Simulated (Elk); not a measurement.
# Does CoRu3N carry moments in Elk?, part 2 of 2

Aim: find out whether CoRu3N carries moments when they start parallel, and what they gain.

Elk 11.2.3 (patched build); PBE; all-electron APW+lo, Dirac cores, scalar-relativistic bands.

So far. Step 2 (Run 1 (ferro +)): After 31 cycles the largest moment stands at 2.13 μB.

**3. Start 2: no spin polarisation**

A run without seeds gives the energy of the state without moments.

elk.in

```
tasks
  0

xctype
  20

rgkmax
  7.0

nempty
  14

swidth
  0.002

epsengy
  1e-05

maxscl
  100

lmaxi
  2

sppath
  './'

avec
  7.50430653131 0.00000000000 0.00000000000
  0.00000000000 7.50430653131 0.00000000000
  0.00000000000 0.00000000000 7.50430653131

atoms
  3
  'Ru.in'
  3
  0.0000000000 0.5000000000 0.5000000000   0.000000 0.000000 0.000000
  0.5000000000 0.5000000000 0.0000000000   0.000000 0.000000 0.000000
  0.5000000000 0.0000000000 0.5000000000   0.000000 0.000000 0.000000
  'Co.in'
  1
  0.0000000000 0.0000000000 0.0000000000   0.000000 0.000000 0.000000
  'N.in'
  1
  0.5000000000 0.5000000000 0.5000000000   0.000000 0.000000 0.000000

ngridk
  6 6 6
```

Launch:

```sh
> OMP_NUM_THREADS=4 elk
```

Numbers of over 12 decimals in the logs are rounded to 6 here.

The program printed:

```text
Warning(gndstate): core states of species 2 leak from the muffin-tin :   0.4717845065E-03

--- INFO.OUT ---
┌─────────────────────────┐
│ Elk code version 11.2.3 │
└─────────────────────────┘

All units are atomic (Hartree, Bohr, etc.)

┌─────────────────────────────────────────────────┐
│ Ground-state run starting from atomic densities │
└─────────────────────────────────────────────────┘

Lattice vectors :
   7.504306531       0.000000000       0.000000000
   0.000000000       7.504306531       0.000000000
   0.000000000       0.000000000       7.504306531

Species : 1 (Ru)
 parameters loaded from : Ru.in
 name : ruthenium
 nuclear charge    :   -44.00000000
 electronic charge :    44.00000000
 atomic mass :    184239.3393
 muffin-tin radius :    2.187636021
 number of radial points in muffin-tin :   1193
 inner part over the whole radius :   0.9932353364E-02
 number on inner part of muffin-tin    :    845
 approximate nuclear radius :   0.8462081736E-04
 number of mesh points to nuclear radius :    426
 atomic positions (lattice), magnetic fields (Cartesian) :
  1 :   0.00000000  0.50000000  0.50000000    0.00000000  0.00000000  0.00000000
  2 :   0.50000000  0.50000000  0.00000000    0.00000000  0.00000000  0.00000000
  3 :   0.50000000  0.00000000  0.50000000    0.00000000  0.00000000  0.00000000

Species : 2 (Co)
 parameters loaded from : Co.in
 name : cobalt
 nuclear charge    :   -27.00000000
 electronic charge :    27.00000000
 atomic mass :    107428.6517
 muffin-tin radius :    2.400000000
 number of radial points in muffin-tin :    993
 inner part over the whole radius :   0.9997676968E-02
 number on inner part of muffin-tin    :    701
 approximate nuclear radius :   0.7243775530E-04
 number of mesh points to nuclear radius :    333
 atomic positions (lattice), magnetic fields (Cartesian) :
  1 :   0.00000000  0.00000000  0.00000000    0.00000000  0.00000000  0.00000000

Species : 3 (N)
 parameters loaded from : N.in
 name : nitrogen
 nuclear charge    :   -7.000000000
 electronic charge :    7.000000000
 atomic mass :    25532.65216
 muffin-tin radius :    1.514517245
 number of radial points in muffin-tin :    593
 inner part over the whole radius :   0.9971370584E-02
 number on inner part of muffin-tin    :    405
 approximate nuclear radius :   0.4939692610E-04
 number of mesh points to nuclear radius :    172
 atomic positions (lattice), magnetic fields (Cartesian) :
  1 :   0.50000000  0.50000000  0.50000000    0.00000000  0.00000000  0.00000000

Total number of atoms per unit cell :    5
Total muffin-tin volume :    204.0208452
 ratio of muffin-tin to unit cell volume :   0.4827728582

Spin treatment :
 spin-unpolarised

Number of Bravais lattice symmetries :   48
Number of crystal symmetries         :   48
Crystal has inversion symmetry
Real symmetric eigensolver will be used

k-point grid :      6     6     6
k-point offset :    0.000000000       0.000000000       0.000000000
k-point set is reduced with full crystal symmetry group
Total number of k-points :       20

Muffin-tin radius times maximum |G+k| :    7.000000000
 using average radius
Maximum |G+k| for APW functions       :    3.340515344
Maximum (1/2)|G+k|²                   :    5.579521381
Maximum |G| for potential and density :    12.00000000
Constant for pseudocharge density :    7
 order of it for each species :   14  14  14
 order of it for pair densities of each species (exact exchange by exxq0 0: 14) :   11  13   4
Radial integration step length :    1

G-vector grid sizes :     30    30    30
Number of G-vectors :    12293

Maximum angular momentum used for
 APW functions            :    8
 outer part of muffin-tin :    6
 inner part of muffin-tin :    2

Number of empty states         :     70
Total number of valence states :    105
Total number of core states    :     98

Third-order local-orbitals added for an l without core states : T
Total number of local-orbitals :     84

Exchange-correlation functional :     20     0     0
 Perdew-Burke-Ernzerhof, Phys. Rev. Lett. 77, 3865 (1996)
 gradient requirement :    1
 generalised gradient approximation (GGA)

Smearing type :    3
 Fermi-Dirac
Smearing width :   0.2000000000E-02
Effective electronic temperature (K) :    631.5500496

Mixing type :    3
 Broyden mixing, J. Phys. A: Math. Gen. 17, L317 (1984)

Kohn-Sham potential initialised from atomic data

┌──────────────────────────────┐
│ Self-consistent loop started │
└──────────────────────────────┘

┌─────────────────┐
│ Loop number : 1 │
└─────────────────┘

Energies :
 Fermi                       :     0.312905
 sum of occupied eigenvalues :     -8941.6779087471
 electron kinetic            :      15601.402207627
 core electron kinetic       :      15077.055611029
 Coulomb                     :     -30176.825445242
 Coulomb potential           :     -23948.002078878
 nuclear-nuclear             :     -2004.5582774387
 electron-nuclear            :     -32452.636681391
 Hartree                     :      4280.3695135873
 Madelung                    :     -18202.824405803
 xc potential                :     -595.07803749659
 exchange                    :     -459.20975117639
 correlation                 :     -8.546848
 electron entropic           :    -0.13299313292553E-02
 total energy                :     -15043.181167052

Density of states at Fermi energy :    97.68423638
 (states/Hartree/unit cell)

Estimated indirect band gap :   0.1210190735E-02
 from k-point 13 to k-point 8
Estimated direct band gap   :   0.3496649691E-02
 at k-point 13

Charges :
 core                        :    98.00000000
 valence                     :    68.00000000
 interstitial                :    9.851353380
 muffin-tins (core leakage)
  species : 1 (Ru)
   atom 1                    :    40.53747106     (  0.1104915015E-05)
   atom 2                    :    40.53747106     (  0.1104915015E-05)
   atom 3                    :    40.53747106     (  0.1104915015E-05)
  species : 2 (Co)
   atom 1                    :    28.01345219     (  0.4635876880E-03)
  species : 3 (N)
   atom 1                    :    6.522781266     (  0.3499997834E-05)
 total in muffin-tins        :    156.1486466
 total calculated charge     :    165.9989435
 total charge                :    166.0000000
 error                       :   0.1056491891E-02

[... earlier loops left out ...]

┌──────────────────┐
│ Loop number : 21 │
└──────────────────┘

Energies :
 Fermi                       :     0.428943
 sum of occupied eigenvalues :     -8926.3165133982
 electron kinetic            :      15613.351677317
 core electron kinetic       :      15076.325310003
 Coulomb                     :     -30189.001184029
 Coulomb potential           :     -23929.737905105
 nuclear-nuclear             :     -2004.5582774387
 electron-nuclear            :     -32496.672432390
 Hartree                     :      4312.2295257992
 Madelung                    :     -18224.132231477
 xc potential                :     -609.93028561071
 exchange                    :     -459.49647338618
 correlation                 :     -8.551268
 electron entropic           :    -0.21126695228487E-02
 total energy                :     -15043.699361149

Density of states at Fermi energy :    149.1337855
 (states/Hartree/unit cell)

Estimated indirect band gap :   0.2015786004E-02
 from k-point 16 to k-point 1
Estimated direct band gap   :   0.4116046275E-02
 at k-point 8

Charges :
 core                        :    98.00000000
 valence                     :    68.00000000
 interstitial                :    9.326517491
 muffin-tins (core leakage)
  species : 1 (Ru)
   atom 1                    :    41.61092957     (  0.1029355850E-05)
   atom 2                    :    41.61092957     (  0.1029355850E-05)
   atom 3                    :    41.61092957     (  0.1029355850E-05)
  species : 2 (Co)
   atom 1                    :    26.05580148     (  0.4717845065E-03)
  species : 3 (N)
   atom 1                    :    5.784892322     (  0.3570069988E-05)
 total in muffin-tins        :    156.6734825
 total calculated charge     :    165.9990835
 total charge                :    166.0000000
 error                       :   0.9165058353E-03

┌──────────────────────────────┐
│ Self-consistent loop stopped │
└──────────────────────────────┘

Warning : core states of species 2 leak from the muffin-tin :   0.4717845065E-03

Wrote STATE.OUT
```

It took 17 s on 4 threads of Arm Neoverse V1, shared host; peak memory 0.17 GiB; 61 s of CPU time.

Read from the output:

* density of states at the Fermi level: 5.481 states/eV/cell
* final state: non-magnetic (no spin polarisation)

It lies 133 meV a seeded atom over the first start.

**4. The states side by side**

These are free energies at a smearing of 0.0544 eV, so its entropy term is in the differences. They are divided by the number of seeded atoms, so that cells of unlike size compare.

Orders:

```
               start    final state  typed order kept  energy over the lowest (meV a seeded atom)  largest sphere moment (μB)  net moment (μB a primitive cell)  DOS at the Fermi level (states/eV a primitive cell)  mesh matched  CPU time (s)
             ferro +  ferromagnetic               yes                                           0                       2.131                             3.328                                                 6.87           yes         844.8
no spin polarisation   non-magnetic                 -                                       132.8                           0                                 0                                                5.481           yes         61.44
```

**5. Orbital moments**

Orbital moments arise only with spin–orbit coupling, and measured moments hold them.

The run goes on from the saved lowest state, with the moments along the z axis of the cell.

Changes to elk.in since step 3:

```diff
@@ -1,3 +1,4 @@
 tasks
-  0
+  1
+  15
 
@@ -15,2 +16,5 @@
 
+reducebf
+  0.5
+
 epsengy
@@ -22,3 +26,12 @@
 lmaxi
-  2
+  3
+
+spinpol
+  .true.
+
+spinorb
+  .true.
+
+cmagz
+  .true.
 
@@ -41,3 +54,3 @@
   1
-  0.0000000000 0.0000000000 0.0000000000   0.000000 0.000000 0.000000
+  0.0000000000 0.0000000000 0.0000000000   0.000000 0.000000 -0.000100
   'N.in'
```

Launch:

```sh
> OMP_NUM_THREADS=4 elk
```

The program printed:

```text
Warning(gndstate): core states of species 2 leak from the muffin-tin :   0.4669177437E-03
Warning(chksvso): spin-orbit splittings by the second variation are low [figures from our tests cut]: local-orbitals by j (lorbdm 7 and 8, zora) mend levels alone

--- INFO.OUT ---
┌─────────────────────────┐
│ Elk code version 11.2.3 │
└─────────────────────────┘

All units are atomic (Hartree, Bohr, etc.)

┌──────────────────────────────────────────┐
│ Ground-state run resuming from STATE.OUT │
└──────────────────────────────────────────┘

Lattice vectors :
   7.504306531       0.000000000       0.000000000
   0.000000000       7.504306531       0.000000000
   0.000000000       0.000000000       7.504306531

Species : 1 (Ru)
 parameters loaded from : Ru.in
 name : ruthenium
 nuclear charge    :   -44.00000000
 electronic charge :    44.00000000
 atomic mass :    184239.3393
 muffin-tin radius :    2.187636021
 number of radial points in muffin-tin :   1193
 inner part over the whole radius :   0.9932353364E-02
 number on inner part of muffin-tin    :    845
 approximate nuclear radius :   0.8462081736E-04
 number of mesh points to nuclear radius :    426
 atomic positions (lattice), magnetic fields (Cartesian) :
  1 :   0.00000000  0.50000000  0.50000000    0.00000000  0.00000000  0.00000000
  2 :   0.50000000  0.50000000  0.00000000    0.00000000  0.00000000  0.00000000
  3 :   0.50000000  0.00000000  0.50000000    0.00000000  0.00000000  0.00000000

Species : 2 (Co)
 parameters loaded from : Co.in
 name : cobalt
 nuclear charge    :   -27.00000000
 electronic charge :    27.00000000
 atomic mass :    107428.6517
 muffin-tin radius :    2.400000000
 number of radial points in muffin-tin :    993
 inner part over the whole radius :   0.9997676968E-02
 number on inner part of muffin-tin    :    701
 approximate nuclear radius :   0.7243775530E-04
 number of mesh points to nuclear radius :    333
 atomic positions (lattice), magnetic fields (Cartesian) :
  1 :   0.00000000  0.00000000  0.00000000    0.00000000  0.00000000  0.00000000

Species : 3 (N)
 parameters loaded from : N.in
 name : nitrogen
 nuclear charge    :   -7.000000000
 electronic charge :    7.000000000
 atomic mass :    25532.65216
 muffin-tin radius :    1.514517245
 number of radial points in muffin-tin :    593
 inner part over the whole radius :   0.9971370584E-02
 number on inner part of muffin-tin    :    405
 approximate nuclear radius :   0.4939692610E-04
 number of mesh points to nuclear radius :    172
 atomic positions (lattice), magnetic fields (Cartesian) :
  1 :   0.50000000  0.50000000  0.50000000    0.00000000  0.00000000  0.00000000

Total number of atoms per unit cell :    5
Total muffin-tin volume :    204.0208452
 ratio of muffin-tin to unit cell volume :   0.4827728582

Spin treatment :
 spin-polarised
 spin-orbit coupling
 global magnetic field (Cartesian) :    0.000000000       0.000000000       0.000000000
 collinear magnetisation in z-direction

Number of Bravais lattice symmetries :   48
Number of crystal symmetries         :    8
Crystal has inversion symmetry
Real symmetric eigensolver will be used

k-point grid :      6     6     6
k-point offset :    0.000000000       0.000000000       0.000000000
k-point set is reduced with full crystal symmetry group
Total number of k-points :       44

Muffin-tin radius times maximum |G+k| :    7.000000000
 using average radius
Maximum |G+k| for APW functions       :    3.340515344
Maximum (1/2)|G+k|²                   :    5.579521381
Maximum |G| for potential and density :    12.00000000
Constant for pseudocharge density :    7
 order of it for each species :   14  14  14
 order of it for pair densities of each species (exact exchange by exxq0 0: 14) :   11  13   4
Radial integration step length :    1

G-vector grid sizes :     30    30    30
Number of G-vectors :    12293

Maximum angular momentum used for
 APW functions            :    8
 outer part of muffin-tin :    6
 inner part of muffin-tin :    3

Number of empty states         :     70
Total number of valence states :    210
Total number of core states    :     98

Third-order local-orbitals added for an l without core states : T
Total number of local-orbitals :     84

Exchange-correlation functional :     20     0     0
 Perdew-Burke-Ernzerhof, Phys. Rev. Lett. 77, 3865 (1996)
 gradient requirement :    1
 generalised gradient approximation (GGA)

Smearing type :    3
 Fermi-Dirac
Smearing width :   0.2000000000E-02
Effective electronic temperature (K) :    631.5500496

Mixing type :    3
 Broyden mixing, J. Phys. A: Math. Gen. 17, L317 (1984)

Potential read in from STATE.OUT

┌──────────────────────────────┐
│ Self-consistent loop started │
└──────────────────────────────┘

[... earlier loops left out ...]

┌──────────────────┐
│ Loop number : 18 │
└──────────────────┘

Energies :
 Fermi                       :     0.430988
 sum of occupied eigenvalues :     -8925.8222867698
 electron kinetic            :      15613.520264178
 core electron kinetic       :      15076.283890280
 Coulomb                     :     -30189.119663614
 Coulomb potential           :     -23929.323795476
 nuclear-nuclear             :     -2004.5582774387
 electron-nuclear            :     -32497.300152805
 Hartree                     :      4312.7387666293
 Madelung                    :     -18224.457765876
 xc potential                :     -609.91935685187
 xc effective B-field        :    -0.99398396114881E-01
 external B-field            :      0.000000
 exchange                    :     -459.56776997525
 correlation                 :     -8.546236
 electron entropic           :    -0.24774736323033E-02
 total energy                :     -15043.715882639
 (external B-field energy excluded from total)

Density of states at Fermi energy :    188.4859741
 (states/Hartree/unit cell)

Estimated indirect band gap :   0.9661101825E-05
 from k-point 23 to k-point 44
Estimated direct band gap   :   0.4946078875E-03
 at k-point 9

Charges :
 core                        :    98.00000000
 valence                     :    68.00000000
 interstitial                :    9.335913293
 muffin-tins (core leakage)
  species : 1 (Ru)
   atom 1                    :    41.63217331     (  0.1032296201E-05)
   atom 2                    :    41.63246001     (  0.1032297536E-05)
   atom 3                    :    41.63217331     (  0.1032296201E-05)
  species : 2 (Co)
   atom 1                    :    25.98183477     (  0.4669177437E-03)
  species : 3 (N)
   atom 1                    :    5.785445309     (  0.3570133463E-05)
 total in muffin-tins        :    156.6640867
 total calculated charge     :    165.9989158
 total charge                :    166.0000000
 error                       :   0.1084215250E-02

Moments :
 interstitial                :  -0.1128000139E-01
 muffin-tins
  species : 1 (Ru)
   atom 1                    :   0.4037145948
   atom 2                    :   0.4023297744
   atom 3                    :   0.4037145948
  species : 2 (Co)
   atom 1                    :    2.122162042
  species : 3 (N)
   atom 1                    :  -0.1796268014E-01
 total in muffin-tins        :    3.313958325
 total moment                :    3.302678324

┌──────────────────────────────┐
│ Self-consistent loop stopped │
└──────────────────────────────┘

Warning : core states of species 2 leak from the muffin-tin :   0.4669177437E-03

Wrote STATE.OUT
```

Run time: 8.4 min. Hardware: 4 threads; peak memory 0.56 GiB; 33 min of CPU time.

Spin moment in the muffin-tin sphere by atom:

```
atom  spin moment in the muffin-tin sphere (μB)
 Ru1                                       0.40
 Ru2                                       0.40
 Ru3                                       0.40
 Co4                                       2.12
  N5                                      -0.02
```

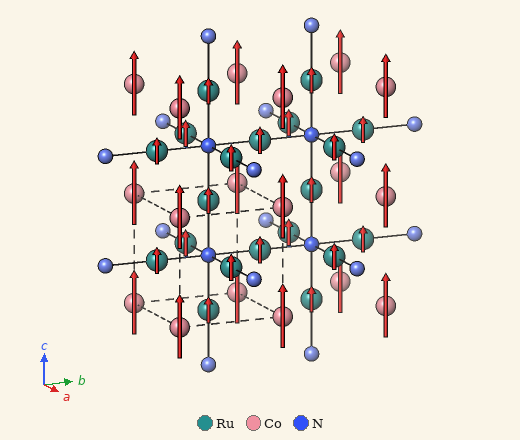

Spin moment in the muffin-tin sphere as arrows, the longest 2.12 μB. Up and down stand for the sign. Arrows give size and sign along the axis of quantisation, drawn up and down the page. Each arrow also spans its atom, so small moments look longer than they are. 1×2×2 cells are drawn. Some periodic images of atoms are drawn too.

Numbers from this step:

```yaml
density_of_states_at_the_fermi_level: 6.927 states/eV/cell
moment_between_the_spheres: -0.01128 μB
magnetization: 3.303 μB
final_state: ferromagnetic
```

Orbital moment <L> in the sphere by atom:

```
atom  x (μB)  y (μB)  z (μB)   size
 Ru1   0.000   0.000   0.000  0.000
 Ru2   0.000   0.000   0.005  0.005
 Ru3   0.000   0.000   0.000  0.000
 Co4   0.000   0.000   0.142  0.142
  N5   0.000   0.000   0.000  0.000
```

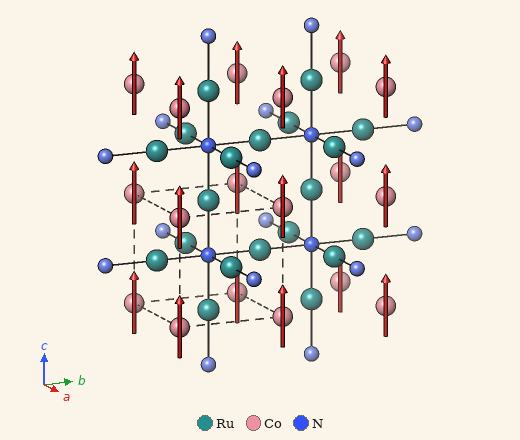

Orbital moment <L> in the sphere as arrows, the longest 0.142 μB. 1×2×2 cells are drawn. Some periodic images of atoms are drawn too.

**6. Outcome**

| Property | Result |
| --- | --- |
| lower run | with moments |
| largest site moment | 2.13 μB |
| energy gained by spin polarisation | 133 meV a seeded atom |
| with spin–orbit coupling: largest spin moment and its orbital moment | 2.12 and 0.142 μB |

**Reading.** The crystal holds moments, up to 2.13 μB, and gains 133 meV a seeded atom by them. The orbital moment is parallel to the spin, as Hund's third rule has it for a shell over half filled. No antiferromagnetic order was tried, so the session says nothing on how the moments order. With a GGA and lmaxo under 10 this build's totals carry angular errors that reach some ten meV an atom in oxides, so smaller differences are in doubt.

[Logs and program files are shortened in this print: banners, set-up blocks, solver, clock and traceback lines can be left out without a mark of their own.]

[Logs are printed without paths, hosts, clocks, repeated set-up lines and the standing remarks that a program may print on its own settings, such as how far it seeks lower states.]

[Hosts, paths, dates, database ids (printed as entryN), source tags and the programs' standing remarks are cut or masked in the printed files.]

[Where a cell is said to come from a database of computed structures, the database is the Materials Project.]
